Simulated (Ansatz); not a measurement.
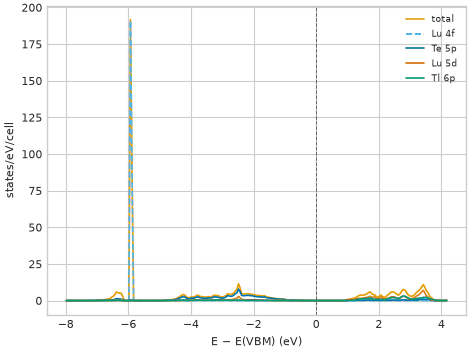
Figure. Total and projected density of states of LuTlTe₂ in space group R-3m (No. 166; Lu on 3b, Tl on 3a, Te on 6c), r²SCAN in the plane-wave PAW code Ansatz

Problem. Which orbitals carry the states next to the gap?

Solution. Top 1 eV of the valence band: Te 5p 75 %, Tl 6s 15 %, Lu 5d 5 %. Bottom 1 eV of the conduction band: Lu 5d 50 %, Tl 6p 28 %, Te 5p 7 %, Lu 6s 5 %, outside the projected shells 5 %. Projections are on Löwdin-orthogonalised atomic valence shells; empty p or d shells of many metals are not among them.

Problem. Where is the tallest occupied peak in this window, and what makes it?

Solution. Near -5.9 eV, about 190 states/eV per cell; the largest projected share is Lu 4f.

The workflow started from a Materials Project entry (that database holds measured and hypothetical structures alike); the Crystallography Open Database copy checked does not list it. Whether it is the stable phase at ambient conditions was not checked. The cell was relaxed with r²SCAN under the symmetry of its start; whether a distortion lowers the energy is not shown. Scalar-relativistic: spin–orbit coupling is off unless named, which matters more the heavier the elements.

Potentials: the later of the program's two PAW sets.
